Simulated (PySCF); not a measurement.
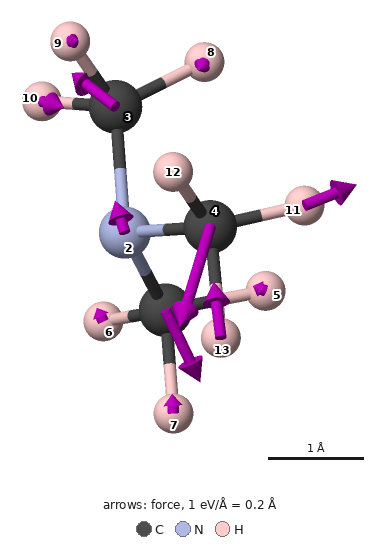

Starting geometry of C3H9N with the computed forces as purple arrows. Style: ball-and-stick. Shown from a free direction.

The start comes from MMFF94s. Its atoms were then displaced at random by about 0.03 Å.

Computed with PBE0-D3(BJ)/def2-SVP geometry optimisation, gas phase in PySCF 2.14.0, density-fitted response routines. 

Is this structure relaxed? If not, where do the atoms go?

Answer. It isn't relaxed: the largest force vector, on a C atom, is 6.92 eV/Å. The final displacements follow the starting forces only in part (cosine between the two patterns 0.70). After 8 geometry steps the energy has fallen by 22.3 kcal/mol. An H atom moves most after the best rigid fit: 0.11 Å. Largest moves by element: H 0.11 Å, C 0.09 Å, N 0.07 Å. Near-neighbour distances that change, for instance: C–H 1.278 → 1.101 Å, C–H 1.033 → 1.116 Å, C–H 1.163 → 1.101 Å, C–N 1.394 → 1.438 Å. Among the angles between lasting bonds that change: H–C–H 99.4° → 107.7°, N–C–H 118.3° → 110.2°, H–C–H 100.3° → 107.7°.
